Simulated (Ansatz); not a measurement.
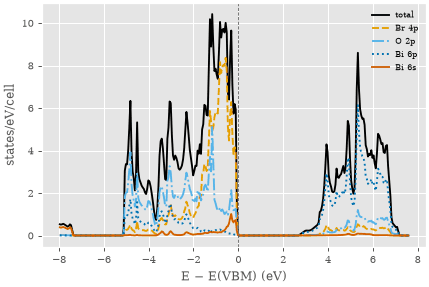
Fig. 1. Total and projected density of states of BiBrO in space group P4/nmm (No. 129; Bi on 2c, Br on 2c, O on 2a), r²SCAN in the plane-wave PAW code Ansatz

**Question.** Which orbitals carry the states next to the gap?

**Answer.** Top 1 eV of the valence band: Br 4p 76 %, O 2p 16 %, Bi 6s 5 %. Bottom 1 eV of the conduction band: Bi 6p 75 %, O 2s 9 %, O 2p 5 %. Projections are on Löwdin-orthogonalised atomic valence shells; empty p or d shells of many metals are not among them.

**Question.** Where is the tallest occupied peak in this window, and what makes it?

**Answer.** Near -1.2 eV, about 10 states/eV per cell; the largest projected share is O 2p.

The workflow started from a Materials Project entry (that database holds measured and hypothetical structures alike); the Crystallography Open Database files this formula in space group No. 129, but the cells were not matched. Its standing as an ambient phase is unchecked. Symmetry was held in the r²SCAN relaxation; whether a distortion lowers the energy is not shown. A crystal of weakly bound layers computed without a dispersion correction: the cell and the soft elastic constants depend strongly on that. Spin–orbit coupling is left out wherever it is not named.

Potentials: the later of the program's two PAW sets.
